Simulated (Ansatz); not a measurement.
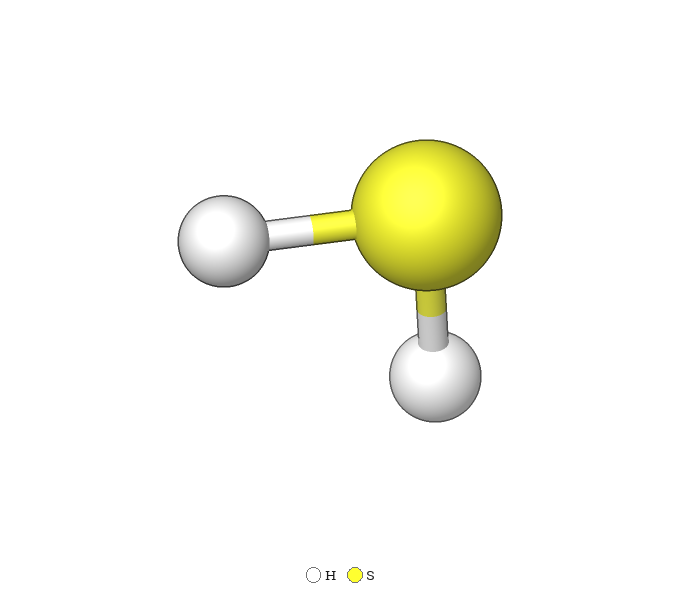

The computed structure is the end point of a PBE0-D4/def2-TZVP optimisation.

What does the picture show?

The molecule is H₂S. This geometry has C2v symmetry. Coordination: 1 S bent.

More results for the same structure follow; atom numbers are the same in all pictures, views and colours differ.

### Geometry

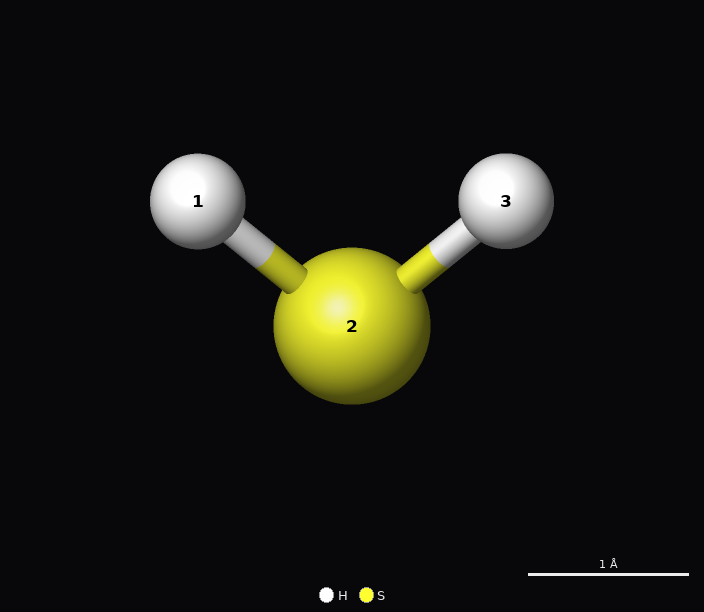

The atoms are numbered.

Which atoms are bonded, and how long are the bonds?

| bond | length (Å) |
| --- | --- |
| H1–S2 | 1.341 |
| S2–H3 | 1.341 |

### Vibrations

Harmonic vibrations computed with RKS PBE0-D4/def2-TZVP (Ansatz 0.2.0) at a stationary point of the same level.

> How many vibrational modes are there, and where do they lie?

3 modes: 1209, 2724, 2739 cm⁻¹.

### Electronic properties

Method: CCSD(T)/CBS estimate, frozen core: CCSD(T) correlation extrapolated from def2-TZVPP and def2-QZVPP (Ansatz 0.2.0).

> Estimate the T1 diagnostic.

0.009.

### Charges

The questions are on Mulliken charges. Properties computed with RKS PBE0-D4/def2-TZVP (Ansatz 0.2.0).

Give the Mulliken charges atom by atom.

| atom | value (e) |
| --- | --- |
| H1 | 0.17 |
| S2 | −0.35 |
| H3 | 0.17 |

Mulliken values depend strongly on the basis set and can even reverse the polarity of a bond.
